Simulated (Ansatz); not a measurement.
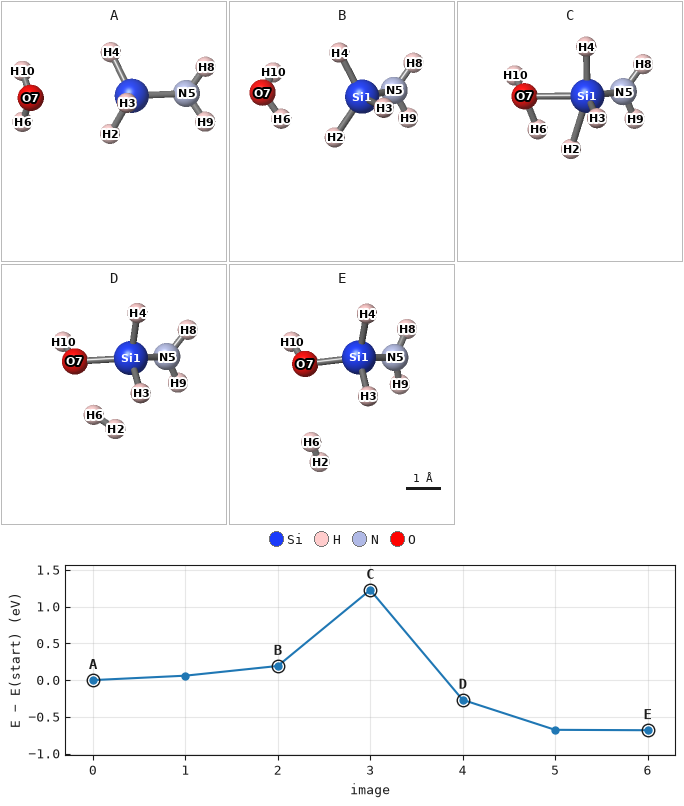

A nudged-elastic-band calculation for SiNH7O, made up of SiNH5 and H2O. Images are numbered from 0 (start) to 6 (end). Frames A to E are images 0, 2, 3, 4, 6. A ball-and-stick model, seen face on.

All numbers below come from Ansatz 0.2.0, RKS PBE0-D4/def2-SVP. Settings: 5 movable images; climbing image.

### Describe the mechanism and the energy profile.

Breaking: H6–O7 (0.96 → 1.13 at the top → 2.69 Å), Si1–H2 (1.49 → 1.78 at the top → 3.92 Å). Forming: H2–H6 (2.73 → 1.15 at the top → 0.75 Å), Si1–O7 (3.07 → 1.89 at the top → 1.65 Å). The energy climbs by 1.23 eV to image 3 and then falls by 1.91 eV, so the end point sits at −0.68 eV. The band converged in 24 iterations. The largest component of the band force went from 4.6 to 0.042 eV/Å. The climbing image converged on the top of the path. Its curvatures weren't checked. The largest force component is 0.31 eV/Å at the start and 0.50 eV/Å at the end; an end with forces this large is no minimum, and the barrier measured from it can be far off.

Limits of the set-up: the start holds two separate molecules, 2.7 Å apart at their closest, whose relative position is a soft coordinate.

The run took 3 min on 2 threads of Arm Neoverse V2, on a shared host.
